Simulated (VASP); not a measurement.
# Driving VASP from ASE on AlRu

Do ASE scripts that read AlRu from different structure formats give one answer, and do several routes find one equilibrium volume? All runs use PBEsol. Left out of this account: 1 further run (fields: a reference on another mesh). The start is a cell from a database of measured crystal structures.

Program: VASP 6.6.1. Level of theory: PBEsol; plane waves and PAW (Al, Ru_pv). Results are calculated unless marked as measured.

### Step 1. The starting structure

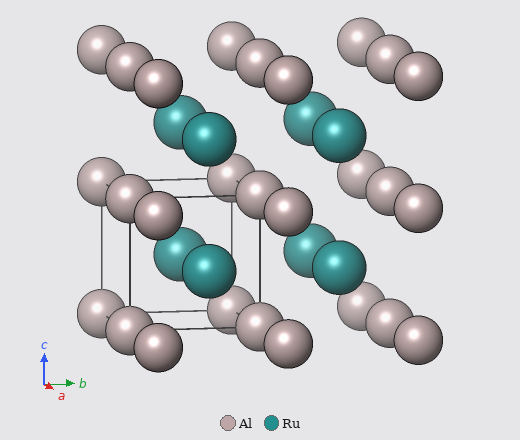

The starting structure, seen slightly off an axis (aluminium light grey, ruthenium teal). 2×2×2 cells are drawn. Some periodic images of atoms are drawn too.

Structure file:

```xyz
2
Lattice="2.9916 0.0000 0.0000 0.0000 2.9916 0.0000 0.0000 0.0000 2.9916" Properties=species:S:1:pos:R:3 pbc="T T T"
Al    0.0000    0.0000    0.0000
Ru    1.4958    1.4958    1.4958
```

### Step 2. Total energy, forces and stress (PBEsol, through ASE)

A single point through ASE, with the structure read from an extended xyz file.

Input file run.py:

```python
import numpy as np
from ase.calculators.vasp import Vasp
from ase.io import read
from ase.dft.bandgap import bandgap

atoms = read('AlRu.xyz')

calc = Vasp(
    xc='pbesol',
    pp='PBE',
    prec='Accurate',
    encut=400,
    ediff=1e-06,
    nelm=100,
    ismear=-1,
    sigma=0.05,
    lreal=False,
    algo='Normal',
    nbands=14,
    lasph=True,
    lorbit=11,
    lwave=False,
    lcharg=False,
    kpar=2,
    isif=2,
    pp_version='64',
    setups={'Al': '', 'Ru': '_pv'},
    kpts=(13, 13, 13),
    gamma=True,
    txt='vasp.out',
)
atoms.calc = calc

print("energy (eV):", round(atoms.get_potential_energy(), 6))
print("Fermi level (eV):", round(calc.get_fermi_level(), 4))
print("forces (eV/A):")
print(np.round(atoms.get_forces(), 4))
print("stress (GPa, Voigt, tension positive):", np.round(atoms.get_stress() * 160.21766, 3))
gap, p1, p2 = bandgap(calc, direct=False)
print("gap on the mesh (eV):", round(gap, 4))
```

Input file AlRu.xyz:

```xyz
2
Lattice="2.9916000000 0.0000000000 0.0000000000 0.0000000000 2.9916000000 0.0000000000 0.0000000000 0.0000000000 2.9916000000" Properties=species:S:1:pos:R:3 pbc="T T T"
Al     0.0000000000      0.0000000000      0.0000000000
Ru     1.4958000000      1.4958000000      1.4958000000
```

Potentials, in the order of the species: Al and Ru_pv (PBE family, release 64).

Run with:

```console
$ export ASE_VASP_COMMAND="mpirun -np 2 vasp_std"
$ python run.py
```

Log:

```text
energy (eV): -15.517378
Fermi level (eV): 10.6342
forces (eV/A):
[[0. 0. 0.]
 [0. 0. 0.]]
stress (GPa, Voigt, tension positive): [ 3.645  3.645  3.645 -0.     0.     0.   ]
gap on the mesh (eV): 0.0
```

Elapsed: 8.6 s, on 2 MPI ranks of Intel Xeon 6975P-C (Granite Rapids), shared host; peak memory 0.24 GiB; 14 s of CPU time.

Lines that name or quote the potential files are left out of all logs, and their timing lines are given in words.

ASE turned this into the INCAR:

```
ENCUT = 400.000000
SIGMA = 0.050000
EDIFF = 1.00e-06
ALGO = Normal
GGA = PS
PREC = Accurate
ISIF = 2
ISMEAR = -1
KPAR = 2
LORBIT = 11
NBANDS = 14
NELM = 100
LASPH = .TRUE.
LCHARG = .FALSE.
LWAVE = .FALSE.
LREAL = .FALSE.
```

The KPOINTS that ASE wrote:

```
KPOINTS created by Atomic Simulation Environment
0
Gamma
13 13 13
0 0 0
```

VASP's own log, vasp.out:

```text
[banner, memory and clock lines left out]
running    2 mpi-ranks, on    1 nodes
 distrk:  each k-point on    1 cores,    2 groups
 distr:  one band on    1 cores,    1 groups

 POSCAR found type information on POSCAR AlRu
 POSCAR found :  2 types and       2 ions
|                                                                             |
|               ----> ADVICE to this user running VASP <----                  |
|                                                                             |
|     You enforced a specific xc type in the INCAR file but a different       |
|     [... a line on the potential file left out ...]
|     I HOPE YOU KNOW WHAT YOU ARE DOING!                                     |
|                                                                             |

 LDA part: xc-table for (Slater+PW92), standard interpolation
 POSCAR, INCAR and KPOINTS ok, starting setup
 FFT: planning ... GRIDC
 FFT: planning ... GRID_SOFT
 FFT: planning ... GRID
 WAVECAR not read
 entering main loop
       N       E                     dE             d eps       ncg     rms          rms(c)
DAV:   1     0.863402481686E+02    0.86340E+02   -0.83080E+03  2552   0.913E+02
DAV:   2    -0.149064827149E+02   -0.10125E+03   -0.96409E+02  2664   0.276E+02
DAV:   3    -0.162983129148E+02   -0.13918E+01   -0.13828E+01  2844   0.341E+01
DAV:   4    -0.163094945393E+02   -0.11182E-01   -0.11180E-01  2998   0.311E+00
DAV:   5    -0.163096928400E+02   -0.19830E-03   -0.19829E-03  3004   0.349E-01    0.132E+01
DAV:   6    -0.156269564940E+02    0.68274E+00   -0.31167E+00  2388   0.200E+01    0.240E+00
DAV:   7    -0.155410607698E+02    0.85896E-01   -0.24434E-01  2556   0.582E+00    0.207E+00
DAV:   8    -0.155235271371E+02    0.17534E-01   -0.21519E-02  3000   0.106E+00    0.220E-01
DAV:   9    -0.155233851282E+02    0.14201E-03   -0.64104E-04  2988   0.168E-01    0.135E-01
DAV:  10    -0.155233704990E+02    0.14629E-04   -0.46875E-05  2884   0.822E-02    0.124E-02
DAV:  11    -0.155233692561E+02    0.12429E-05   -0.34364E-06  3084   0.224E-02    0.491E-03
DAV:  12    -0.155233687162E+02    0.53987E-06   -0.12618E-07  2058   0.344E-03
   1 F= -.15523369E+02 E0= -.15517378E+02  d E =-.119813E-01
```

From OUTCAR (step 2):

```text
ion  position               nearest neighbor table
   1  0.000  0.000  0.000-   2 2.59   2 2.59   2 2.59   2 2.59   2 2.59   2 2.59   2 2.59   2 2.59

  LATTYP: Found a simple cubic cell.
 ALAT       =     2.9916000000

 Subroutine GETGRP returns: Found 48 space group operations
 (whereof 48 operations were pure point group operations)

The static configuration has the point symmetry O_h .

 Found     84 irreducible k-points:

   k-points           NKPTS =     84   k-points in BZ     NKDIM =     84   number of bands    NBANDS=     14

   dimension x,y,z NGX =    20 NGY =   20 NGZ =   20
   dimension x,y,z NGXF=    40 NGYF=   40 NGZF=   40

   ENCUT  =  400.0 eV  29.40 Ry    5.42 a.u.   4.88  4.88  4.88*2*pi/ulx,y,z

   NELECT =      17.0000    total number of electrons

 k-points in reciprocal lattice and weights: KPOINTS created by Atomic Simulation Env
   0.00000000  0.00000000  0.00000000       0.000
   0.07692308  0.00000000  0.00000000       0.003
   0.15384615  0.00000000  0.00000000       0.003
   0.23076923  0.00000000  0.00000000       0.003
   0.30769231  0.00000000  0.00000000       0.003
   0.38461538  0.00000000  0.00000000       0.003
   0.46153846  0.00000000  0.00000000       0.003
   0.07692308  0.07692308  0.00000000       0.005
   0.15384615  0.07692308  0.00000000       0.011
[...]
0.46153846  0.46153846  0.38461538       0.011
   0.46153846  0.46153846  0.46153846       0.004

 average (electrostatic) potential at core
       1 -68.2993       2 -68.0189

 E-fermi :  10.6342

 k-point     1 :       0.0000    0.0000    0.0000
  band No.  band energies     occupation
    ...
      2     -31.1044      2.00000
      3     -31.1044      2.00000
      4       0.9131      2.00000
      5       7.0083      2.00000
      6       7.0083      2.00000
      7      10.7955      0.07637
      8      10.7955      0.07637
      9      10.7955      0.07637
     10      16.6696      0.00000
     11      16.6696      0.00000
    ...

 k-point     2 :       0.0769    0.0000    0.0000
  band No.  band energies     occupation
    ...
      4       1.0270      2.00000
      5       7.0482      2.00000
      6       7.0482      2.00000
      7      10.6523      0.82026
      8      10.6523      0.82026
      9      10.8095      0.05822
     10      16.1189      0.00000
     11      16.8988      0.00000
     12      16.8988      0.00000
     13      21.3383      0.00000
    ...

 k-point     3 :       0.1538    0.0000    0.0000
  band No.  band energies     occupation
    ...
      4       1.3627      2.00000
      5       7.1304      2.00000
      6       7.1620      2.00000
      7      10.2961      1.99768
      8      10.2961      1.99768
      9      10.8487      0.02700
     10      14.9953      0.00000
     11      17.5138      0.00000
     12      17.5138      0.00000
     13      20.6800      0.00000
    ...

  Total       -0.6091439     -0.6091439     -0.6091439     -0.0000000      0.0000000     -0.0000000
  in kB      -36.4518792    -36.4518792    -36.4518792     -0.0000000      0.0000000     -0.0000000
  external PRESSURE =     -36.4518792 kB  Pullay stress =       0.0000000 kB

  energy-cutoff  :      400.00
  volume of cell :       26.77
      direct lattice vectors                 reciprocal lattice vectors
     2.991600000  0.000000000  0.000000000     0.334269287  0.000000000  0.000000000
     0.000000000  2.991600000  0.000000000     0.000000000  0.334269287  0.000000000
     0.000000000  0.000000000  2.991600000     0.000000000  0.000000000  0.334269287

 POSITION                                       TOTAL-FORCE (eV/Angst)
 -----------------------------------------------------------------------------------
      0.00000      0.00000      0.00000         0.000000      0.000000      0.000000
      1.49580      1.49580      1.49580         0.000000      0.000000      0.000000
 -----------------------------------------------------------------------------------
    total drift:                               -0.000000      0.000000     -0.000000

  FREE ENERGIE OF THE ION-ELECTRON SYSTEM (eV)
  ---------------------------------------------------
  free  energy   TOTEN  =       -15.5233687162 eV

  energy  without entropy=      -15.5113874348  energy(sigma->0) =      -15.51737808

 total charge
# of ion       s       p       d       tot
------------------------------------------
    1        0.390   0.419   0.000   0.809
    2        0.336   6.245   6.208  12.788
--------------------------------------------------
tot          0.726   6.664   6.208  13.597

[... 3 further parts left out ...]
```

This run has no spin polarisation. Its electron count is odd, so without a moment it is a metal by construction. The PAW data sets were made with PBE, which is usual practice but a small mismatch for other functionals. At this level the cell is under a tension of 3.6 GPa, so at these settings it is away from equilibrium.

Numbers from this step:

- SCF cycles: 12
- electrons: 17
- bands: 14
- irreducible k-points: 84
- symmetry operations: 48
- free energy (TOTEN): -15.52 eV
- energy at zero smearing: -15.52 eV
- Fermi energy: 10.63 eV
- pressure: -3.645 GPa
- metallic: yes

The pressure is -3.65 GPa and the largest force 0.000 eV/Å, so the cell is not at a minimum at these settings.

### Step 3. Self-consistent run (PBEsol, through ASE)

The single point through ASE, with the structure read from a CIF with its space group. The mesh changes to 8×8×8, so this is no clean test of the format.

run.py, as its differences from that of step 2:

```diff
@@ -5,3 +5,3 @@
 
-atoms = read('AlRu.xyz')
+atoms = read('AlRu.cif')
 
@@ -27,3 +27,3 @@
     setups={'Al': '', 'Ru': '_pv'},
-    kpts=(13, 13, 13),
+    kpts=(8, 8, 8),
     gamma=True,
```

Input file AlRu.cif:

```cif
data_AlRu
_cell_length_a 2.99160000
_cell_length_b 2.99160000
_cell_length_c 2.99160000
_cell_angle_alpha 90.00000000
_cell_angle_beta 90.00000000
_cell_angle_gamma 90.00000000
_space_group_name_H-M_alt 'Pm-3m'
_space_group_name_Hall '-P 4 2 3'
_space_group_IT_number 221
loop_
_space_group_symop_operation_xyz
'x,y,z'
'-x,-y,-z'
'-y,x,z'
'y,-x,-z'
'-x,-y,z'
'x,y,-z'
'y,-x,z'
'-y,x,-z'
'x,-y,-z'
'-x,y,z'
'-y,-x,-z'
'y,x,z'
'-x,y,-z'
'x,-y,z'
'y,x,-z'
'-y,-x,z'
'z,x,y'
'-z,-x,-y'
'z,-y,x'
'-z,y,-x'
'z,-x,-y'
'-z,x,y'
'z,y,-x'
'-z,-y,x'
'-z,x,-y'
'z,-x,y'
'-z,-y,-x'
'z,y,x'
'-z,-x,y'
'z,x,-y'
'-z,y,x'
'z,-y,-x'
'y,z,x'
'-y,-z,-x'
'x,z,-y'
'-x,-z,y'
'-y,z,-x'
'y,-z,x'
'-x,z,y'
'x,-z,-y'
'-y,-z,x'
'y,z,-x'
'-x,-z,-y'
'x,z,y'
'y,-z,-x'
'-y,z,x'
'x,-z,y'
'-x,z,-y'
loop_
_atom_site_label
_atom_site_type_symbol
_atom_site_symmetry_multiplicity
_atom_site_Wyckoff_symbol
_atom_site_fract_x
_atom_site_fract_y
_atom_site_fract_z
_atom_site_occupancy
Al1 Al 1 a 0.0000000000 0.0000000000 0.0000000000 1
Ru1 Ru 1 b 0.5000000000 0.5000000000 0.5000000000 1
```

Log:

```text
energy (eV): -15.47441
Fermi level (eV): 10.6581
forces (eV/A):
[[0. 0. 0.]
 [0. 0. 0.]]
stress (GPa, Voigt, tension positive): [ 3.264  3.264  3.264  0.     0.    -0.   ]
gap on the mesh (eV): 0.0
```

Run time: 5.4 s. Hardware: 2 MPI ranks; peak memory 0.24 GiB.

ASE turned this into the INCAR:

```
ENCUT = 400.000000
SIGMA = 0.050000
EDIFF = 1.00e-06
ALGO = Normal
GGA = PS
PREC = Accurate
ISIF = 2
ISMEAR = -1
KPAR = 2
LORBIT = 11
NBANDS = 14
NELM = 100
LASPH = .TRUE.
LCHARG = .FALSE.
LWAVE = .FALSE.
LREAL = .FALSE.
```

ASE turned this into the KPOINTS:

```
KPOINTS created by Atomic Simulation Environment
0
Gamma
8 8 8
0 0 0
```

vasp.out:

```text
[banner, memory and clock lines left out]
running    2 mpi-ranks, on    1 nodes
 distrk:  each k-point on    1 cores,    2 groups
 distr:  one band on    1 cores,    1 groups

 POSCAR found type information on POSCAR AlRu
 POSCAR found :  2 types and       2 ions
 [... a notice as in an earlier step ...]

 LDA part: xc-table for (Slater+PW92), standard interpolation
 POSCAR, INCAR and KPOINTS ok, starting setup
 FFT: planning ... GRIDC
 FFT: planning ... GRID_SOFT
 FFT: planning ... GRID
 WAVECAR not read
 entering main loop
       N       E                     dE             d eps       ncg     rms          rms(c)
DAV:   1     0.858629494361E+02    0.85863E+02   -0.81325E+03  1068   0.904E+02
DAV:   2    -0.149146388992E+02   -0.10078E+03   -0.96226E+02  1070   0.274E+02
DAV:   3    -0.162704782504E+02   -0.13558E+01   -0.13475E+01  1172   0.340E+01
DAV:   4    -0.162824176828E+02   -0.11939E-01   -0.11938E-01  1212   0.316E+00
DAV:   5    -0.162826281819E+02   -0.21050E-03   -0.21050E-03  1294   0.350E-01    0.132E+01
DAV:   6    -0.156018920910E+02    0.68074E+00   -0.31535E+00   992   0.202E+01    0.252E+00
DAV:   7    -0.155025464475E+02    0.99346E-01   -0.28216E-01  1040   0.625E+00    0.217E+00
DAV:   8    -0.154845099879E+02    0.18036E-01   -0.23397E-02  1190   0.123E+00    0.225E-01
DAV:   9    -0.154842997127E+02    0.21028E-03   -0.84613E-04  1214   0.180E-01    0.148E-01
DAV:  10    -0.154842874752E+02    0.12237E-04   -0.45802E-05  1194   0.784E-02    0.194E-02
DAV:  11    -0.154842851648E+02    0.23104E-05   -0.55053E-06  1202   0.275E-02    0.764E-03
DAV:  12    -0.154842846831E+02    0.48161E-06   -0.10098E-07   754   0.315E-03
   1 F= -.15484285E+02 E0= -.15474410E+02  d E =-.197489E-01
```

From OUTCAR (step 3):

```text
The static configuration has the point symmetry O_h .

 Found     35 irreducible k-points:

   k-points           NKPTS =     35   k-points in BZ     NKDIM =     35   number of bands    NBANDS=     14

   NELECT =      17.0000    total number of electrons

 E-fermi :  10.6581

 k-point     1 :       0.0000    0.0000    0.0000
  band No.  band energies     occupation
    ...
      2     -31.0866      2.00000
      3     -31.0866      2.00000
      4       0.9123      2.00000
      5       7.0157      2.00000
      6       7.0157      2.00000
      7      10.8080      0.09495
      8      10.8080      0.09495
      9      10.8080      0.09495
     10      16.6689      0.00000
     11      16.6689      0.00000
    ...

 k-point     2 :       0.1250    0.0000    0.0000
  band No.  band energies     occupation
    ...
      4       1.2109      2.00000
      5       7.1073      2.00000
      6       7.1191      2.00000
      7      10.4575      1.96442
      8      10.4575      1.96442
      9      10.8441      0.04730
     10      15.4367      0.00000
     11      17.2468      0.00000
     12      17.2468      0.00000
     13      20.9605      0.00000
    ...

  Total       -0.5454887     -0.5454887     -0.5454887      0.0000000      0.0000000     -0.0000000
  in kB      -32.6426753    -32.6426753    -32.6426753      0.0000000      0.0000000     -0.0000000
  external PRESSURE =     -32.6426753 kB  Pullay stress =       0.0000000 kB

  FREE ENERGIE OF THE ION-ELECTRON SYSTEM (eV)
  ---------------------------------------------------
  free  energy   TOTEN  =       -15.4842846831 eV

  energy  without entropy=      -15.4645358183  energy(sigma->0) =      -15.47441025

 total charge
# of ion       s       p       d       tot
------------------------------------------
    1        0.390   0.419   0.000   0.809
    2        0.334   6.244   6.213  12.791
--------------------------------------------------
tot          0.725   6.663   6.213  13.600

[... 7 parts as in an earlier step ...]

[... 6 further parts left out ...]
```

The k-mesh is coarse for a metal. At this level the cell is under a tension of 3.3 GPa, so at these settings it is away from equilibrium.

This step gave:

| Item | Value |
| --- | --- |
| irreducible k-points | 35 |
| free energy (TOTEN) | -15.48 eV |
| energy at zero smearing | -15.47 eV |
| Fermi energy | 10.66 eV |
| pressure | -3.264 GPa |

The energy lies +21.48 meV an atom from the first script, on another mesh.

(Continued in part 2 of 3.)

[Lines on the potential files, build, host, timing and source positions are cut from VASP's logs without a mark.]

[Logs are printed without paths, hosts, clocks, repeated set-up lines and the standing remarks that a program may print on its own settings, such as how far it seeks lower states.]

[Hosts, paths, dates, database ids (printed as entryN), source tags and the programs' standing remarks are cut or masked in the printed files.]

[A measured line is paired with the nearest computed mode of its activity, which favours agreement.]
